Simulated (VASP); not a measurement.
Band structure of Ge$_{2}$Pt (relaxed from the MoSi2 structure, space group I4/mmm). Level of theory: PBEsol GGA, VASP's PBE PAW potentials (set 64) (plane waves; VASP).

Unless said otherwise, spin-orbit coupling is left out, though it shifts the bands of the heavy elements here.

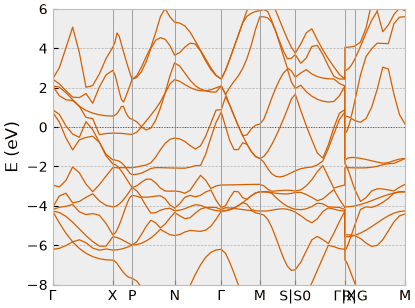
*Bands along high-symmetry lines, zero at the valence-band maximum or, without a gap, the Fermi level*

Task: Read the plot: is there a gap, and where are the band edges?

Result: It has no gap at this level: it comes out as a metal or semimetal. (Edges off the drawn lines would not show.)

The structure was generated: Ge2Pt was put into the MoSi2 type (I4/mmm), which need not be its known phase. It was relaxed first, which changed the volume by +20 %.
